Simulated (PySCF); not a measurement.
SMILES F[CH]F (CHF2), doublet at its B3LYP/def2-SVP optimised geometry (Å):

```
4

F     -0.8227    -0.9961     0.9182
C     -0.2791    -0.2115     0.0000
F     -0.8228     0.9961     0.0000
H      0.8228    -0.2115     0.0000
```

Level of theory: unrestricted B3LYP/def2-TZVP in PySCF. Cells within 0.4 Å of a nucleus heavier than hydrogen are left out (blank, or x).

Map of the spin density (e/bohr³) on the plane z = 0.0 Å:

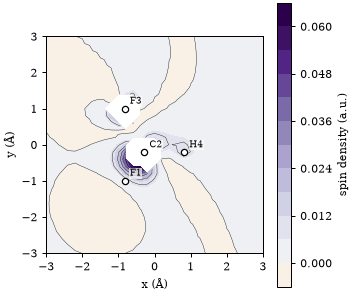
Figure: Spin density (e/bohr³) on the plane z = 0.0 Å.
